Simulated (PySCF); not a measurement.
Frequency calculation, with input and output: ZrH2

The run: frequency calculation of ZrH2, multiplicity 3. Method and program: UKS-based PBE0, Zr def2-TZVP with ECP28, H def2-TZVP; non-relativistic Hamiltonian with a scalar-relativistic core potential; density fitting (PySCF 2.14.0).

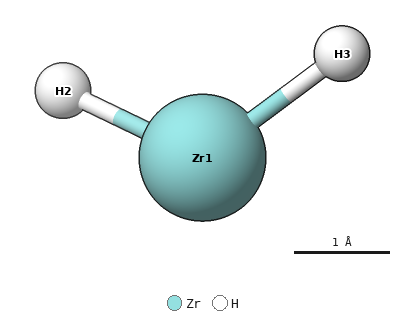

*The structure (ball-and-stick view, seen at a tilt; atoms are numbered from 1 in the order of the input). Sticks mark near contacts.*

Bond lengths as drawn: H–Zr 1.86 Å.

Summary:

| quantity | value |
| --- | --- |
| outcome | converged |
| total energy | −48.100134 hartree |
| ⟨S²⟩ | 2.007 |
| zero-point energy | 0.008789 hartree |
| dipole moment | 2.58 D |
| wavenumbers, lowest and highest | 598 and 1641 cm⁻¹ |
| hardware | 2 threads of AMD EPYC (Zen 3), 64 GiB of memory available, shared host |
| wall time | 12 s (CPU time 26 s) |
| peak memory | 0.63 GiB |

Input file:
```python
from pyscf import gto, scf, dft
mol = gto.M(atom='''
Zr     0.000000     0.000000    -0.020722
H      1.601986     0.000000     0.924290
H     -1.601986     0.000000     0.924290''',
    basis={'Zr': 'def2-TZVP', 'H': 'def2-TZVP'},
    ecp={'Zr': 'def2-TZVP'},
    charge=0, spin=2)
mf = dft.UKS(mol, xc='PBE0')
mf.grids.atom_grid = (75, 302)
aux = {'Zr': 'def2-universal-JKFIT', 'H': 'def2-universal-JKFIT'}
mf = mf.density_fit(auxbasis=aux)
mf.conv_tol = 1e-09
mf.diis_space = 10
mf.max_cycle = 60
mf.verbose = 4
mf.kernel()
```

The script is an equivalent of the set-up of the self-consistent field. The run itself was carried out by a driver, which started from the orbitals of the step before it where there was one and computed the further properties.

Launched with:
```bash
OMP_NUM_THREADS=2 python axn.py task.json out
```

What the program printed:
```
init E= -48.1001343801234
  alpha nocc = 8  HOMO = -0.187414073142648  LUMO = -0.0430466309584716
  beta  nocc = 6  HOMO = -0.274046266276036  LUMO = -0.060916187173425
  HOMO = -0.187414073143  LUMO = -0.0609161871734  gap/eV = 3.44218
cycle= 1 E= -48.1001343801248  delta_E= -1.34e-12  |g|= 6.25e-07  |ddm|= 2.64e-06
  alpha nocc = 8  HOMO = -0.187414277443505  LUMO = -0.0430468749601309
  beta  nocc = 6  HOMO = -0.274046273254024  LUMO = -0.060916379078952
  HOMO = -0.187414277444  LUMO = -0.060916379079  gap/eV = 3.44218
Extra cycle  E= -48.1001343801255  delta_E= -6.89e-13  |g|= 6.23e-07  |ddm|= 2.21e-06
converged SCF energy = -48.1001343801255  <S^2> = 2.006703  2S+1 = 3.0044653
```

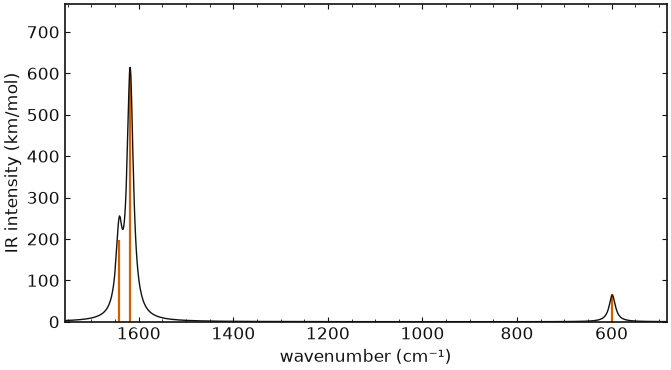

*Harmonic infrared spectrum, unscaled: sticks (degenerate modes added up, dark ones marked on the axis) with a Lorentzian envelope of 16 cm⁻¹ full width, scaled to the tallest stick.*

3 modes from 598 to 1641 cm⁻¹, none imaginary. The strongest line is at 1618 cm⁻¹ (614 km/mol). All modes, in cm⁻¹ (km/mol): 598 (67), 1618 (614), 1641 (197).

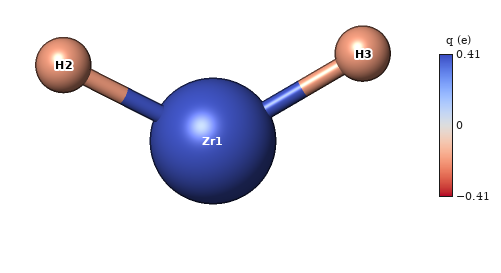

*Mulliken charges, as the colour of each atom (ball-and-stick view, seen at a tilt; atoms are numbered from 1 in the order of the input).*

By element: Zr +0.39 and H −0.20 e.
